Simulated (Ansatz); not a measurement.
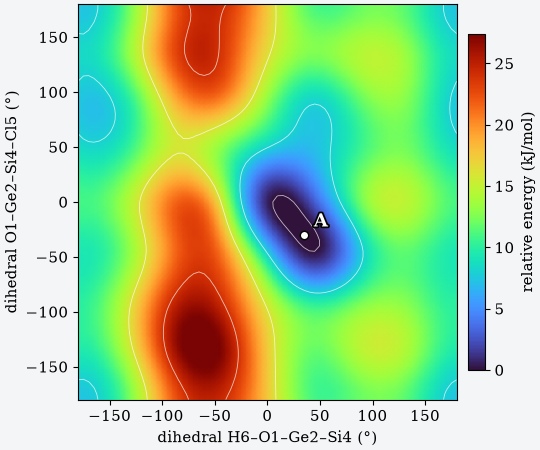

ClFGeH₄OSi, SMILES [OH][GeH]([F])[SiH2]Cl. Coordinates scanned: (1) dihedral H6–O1–Ge2–Si4; (2) dihedral O1–Ge2–Si4–Cl5. Nothing is relaxed (all other coordinates rigid). The scan uses an 8 × 8 grid. Points are written as (first, second). All energies are given in kJ/mol relative to the lowest grid point. All numbers below come from RKS SPW92 (LDA)/def2-TZVP in Ansatz 0.2.0.

Drawn: a smooth colour map with a few white contour lines, the point A. Between grid points the surface is interpolated.

### What is the easiest way out of the well at A, and how high is the barrier?

The easiest path leads from the well at about (35°, −30°) to the well at (−180°, −45°), about 9.9 kJ/mol higher. Its highest point lies about 12 kJ/mol above the bottom of the first well on the interpolated surface, at about (130°, −55°). Seen from the upper well the barrier is about 2.2 kJ/mol. This is the barrier on the constrained surface; relaxing the other coordinates would change it.

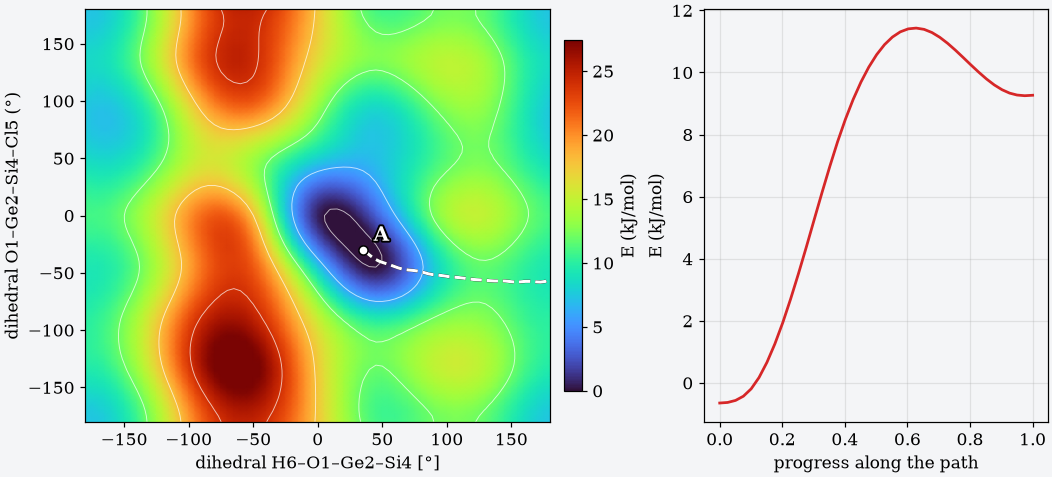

The picture shows a smooth colour map with a few white contour lines, a line along the lowest path, the energy along the path at the right. Between grid points the surface is interpolated.
